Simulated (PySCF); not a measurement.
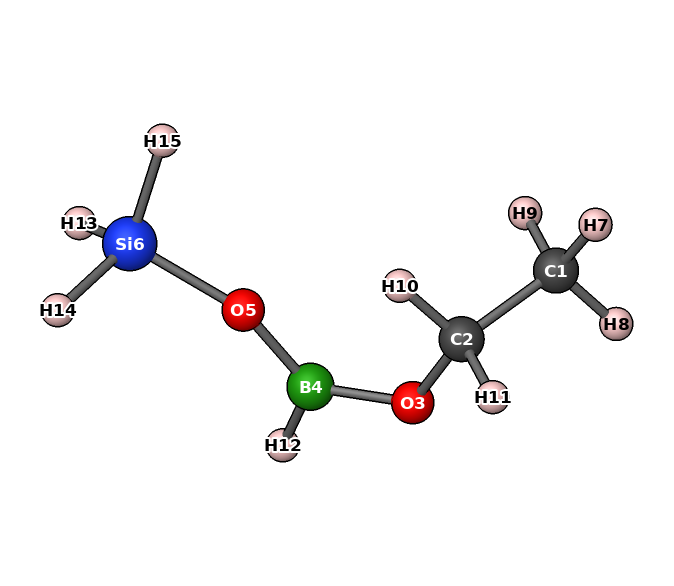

The questions are on isotropic NMR shieldings of the C atoms. The computed structure is the end point of a GFN2-xTB optimisation. No frequency run is at hand to confirm it as a minimum. Properties computed with GIAO PBE0/pcSseg-1 NMR shielding, non-relativistic, gas phase (PySCF 2.14.0).

List the isotropic NMR shieldings of the C atoms.

```tsv
atom	σ (ppm)
C1	166.4
C2	126.1
```

The geometry is semi-empirical. Around B, Si such bond lengths and angles can be off by a tenth of an ångström or more and by several degrees, and values that hang on the shape move with them.
